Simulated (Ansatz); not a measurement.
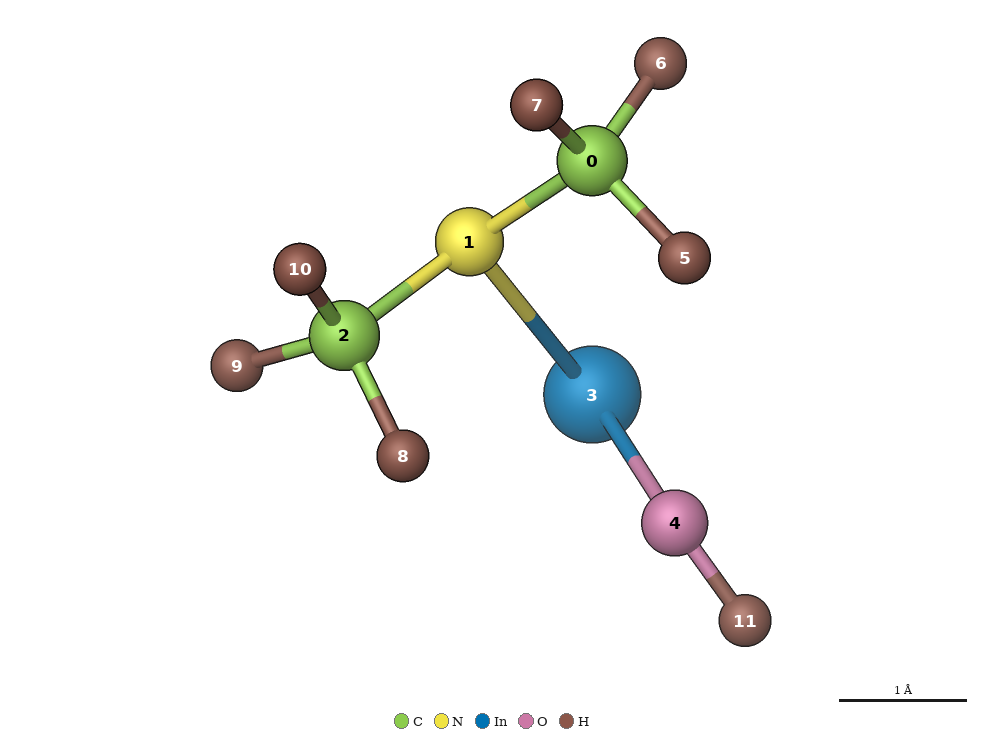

The picture shows the input geometry. Atoms are numbered from 0, in the order of the input.

Ansatz 0.2.0 input:

```yaml
crystal:
  periodic: [false, false, false]
  atoms:
    - {symbol: C, position_ang: [-1.140473, -0.752767, 0.410994]}
    - {symbol: N, position_ang: [0.022474, -0.685603, -0.410974]}
    - {symbol: C, position_ang: [1.248153, -0.633711, 0.315350]}
    - {symbol: In, position_ang: [-0.138628, 0.966597, -2.383175]}
    - {symbol: O, position_ang: [-0.149818, 2.070438, -0.621094]}
    - {symbol: H, position_ang: [-1.343711, 0.266122, 0.775068]}
    - {symbol: H, position_ang: [-2.004589, -1.076353, -0.173669]}
    - {symbol: H, position_ang: [-1.010689, -1.408897, 1.280607]}
    - {symbol: H, position_ang: [1.367492, 0.394813, 0.689084]}
    - {symbol: H, position_ang: [2.093142, -0.850749, -0.341880]}
    - {symbol: H, position_ang: [1.260603, -1.313706, 1.176300]}
    - {symbol: H, position_ang: [-0.203956, 3.023825, -0.716621]}
basis:
  gaussian: {orbitals: def2-SVPD}
total_charge: -1
hamiltonian: {xc: {name: BLYP}, dispersion: d3bjatm}
accuracy: high
```

Command:

```sh
ansatz run in.yaml --threads 2 --pin off --events-out ev --progress --plain --max-ram 32768MiB --backend cpu
```

What the program printed:

```
Functional definition: BLYP
  name "BLYP"
  cite "Becke, Phys. Rev. A 38, 3098 (1988) doi:10.1103/PhysRevA.38.3098"
  cite "Lee, Yang & Parr, Phys. Rev. B 37, 785 (1988) doi:10.1103/PhysRevB.37.785"
  parameter beta = 0.0042
  parameter a = 0.04918
  parameter b = 0.132
  parameter c = 0.2533
  parameter d = 0.349
  exchange = b88_x(beta = beta)
  correlation = lyp_c(a = a, b = b, c = c, d = d)
3697 factors; integrals over basis functions are off by at most 3.0e-9 eV
mean field evaluation 1: about -10882.2499 eV, gradient 6.7e1 eV
mean field evaluation 2: about -10662.5647 eV, gradient 2.5e2 eV
mean field evaluation 4: about -10891.4361 eV, gradient 2.5e1 eV
mean field evaluation 8: about -10892.6441 eV, gradient 3.7e-1 eV
mean field evaluation 16: about -10892.6401 eV, gradient 4.1e-4 eV
mean field evaluation 32: about -10892.5225 eV, gradient 3.3e0 eV
mean field -10892.64006811 eV, -400.2971392063 hartree, gradient 7.6e-8 eV, S^2 0.000000; 2 other end points of the search recorded, 0 dependent functions left out
reference -10892.64012716 eV, -400.2971413765 hartree; 28, 28 occupied and 143, 143 virtual orbitals, 3697 factors
Total energy: -10893.20158986 eV, -400.3177747502 hartree
```

Self-consistency was reached.
